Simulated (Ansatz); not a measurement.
System: CaHgGeSe4.

```
Ca Ge Hg Se
1.0
    10.76036    0.00000    0.00000
     0.00000   10.66911    0.00000
     0.00000    0.00000    6.59045
Ca Ge Hg Se
4 4 4 16
Direct
  0.00000 0.00000 0.25320
  0.00000 0.50000 0.75320
  0.50000 0.00000 0.25320
  0.50000 0.50000 0.75320
  0.25000 0.71820 0.23760
  0.25000 0.21820 0.73760
  0.75000 0.28180 0.23760
  0.75000 0.78180 0.73760
  0.25000 0.33295 0.19392
  0.25000 0.83295 0.69392
  0.75000 0.66705 0.19392
  0.75000 0.16705 0.69392
  0.07626 0.73048 0.45200
  0.07626 0.23048 0.95200
  0.92374 0.26952 0.45200
  0.92374 0.76952 0.95200
  0.42374 0.73048 0.45200
  0.42374 0.23048 0.95200
  0.57626 0.26952 0.45200
  0.57626 0.76952 0.95200
  0.25000 0.90890 0.05350
  0.25000 0.40890 0.55350
  0.75000 0.09110 0.05350
  0.75000 0.59110 0.55350
  0.25000 0.06440 0.49300
  0.25000 0.56440 0.99300
  0.75000 0.93560 0.49300
  0.75000 0.43560 0.99300
```

Space group Ama2; built by placing these elements on a known structure type; not relaxed (largest force 0.7 eV/Å).

All numbers below come from Ansatz 0.2.0, DFT, PAW plane waves, r2SCAN.

Question: What will maps of the valence pseudo-density and electron localisation function show?

Answer: Ge–Se (2.30 Å): the density is about 0.69 e/Å³ at the midpoint; the ELF is about 0.75 at the midpoint.
Hg–Se (2.50 Å): the density is about 0.54 e/Å³ at the midpoint; the ELF is about 0.40 at the midpoint and 0.25 at its lowest between the atoms.
Ge–Se (2.37 Å): the density is about 0.62 e/Å³ at the midpoint; the ELF is about 0.75 at the midpoint.
Hg–Se (2.80 Å): the density is about 0.31 e/Å³ at the midpoint; the ELF is about 0.30 at the midpoint and 0.20 at its lowest between the atoms.

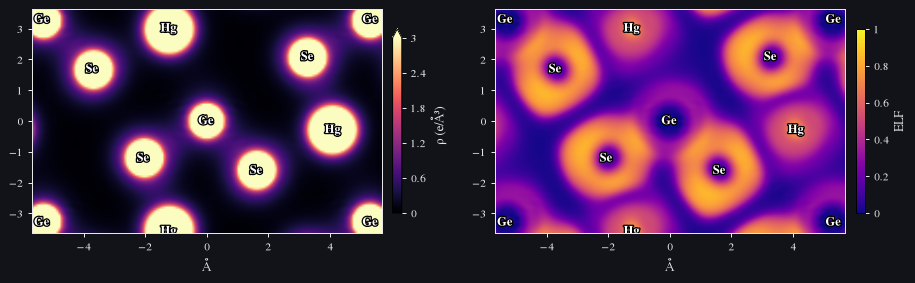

Computed valence pseudo-density and electron localisation function on the (100) plane of the conventional cell, in this order. 

Core electrons are frozen (PAW), and the valence fields are smoothed inside the atomic spheres.
